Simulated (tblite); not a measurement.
# Run report: C$_{2}$H$_{7}$P, nudged elastic band

C$_{2}$H$_{7}$P (dimethylphosphine), SMILES CPC, computed with GFN2-xTB climbing-image nudged elastic band, gas phase (tblite 0.8.0).

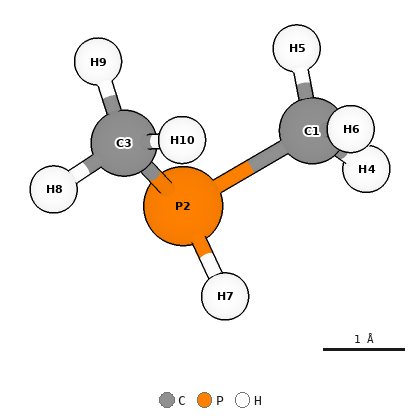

Figure 1. The structure (ball-and-stick view, seen at a tilt; atoms are numbered from 1 in the order of the input).

Input:
```
{"job": {"xc": "GFN2-xTB", "basis": "xTB", "kind": "neb"}, "charge": 0, "multiplicity": 1}
C     -1.384717     0.138648     0.242110
P     -0.101643     0.066466    -1.092468
C      1.345647    -0.433455    -0.049136
H     -2.277277     0.620911    -0.150720
H     -1.644377    -0.877469     0.536573
H     -1.026371     0.686635     1.111864
H      0.188395     1.438451    -1.066855
H      2.256924    -0.327777    -0.634007
H      1.234693    -1.481088     0.228168
H      1.417610     0.173333     0.851943
```

The first line tells a small driver script what to run in tblite; the rest is the geometry in Å.

Launched with:
```bash
OMP_NUM_THREADS=1 python <driver script> task.json out
```

Output:
```
image   E - E0 / eV
  0       0.0000
  1       0.3684
  2       2.0594
  3       0.4469
  4       0.0354
  5       0.0020
  6       0.0000
```

Key numbers:

```tsv
quantity	value
outcome	converged
forward barrier	2.059 eV
hardware	1 CPU thread, shared host
wall time	2.8 s
peak memory	0.19 GiB
```
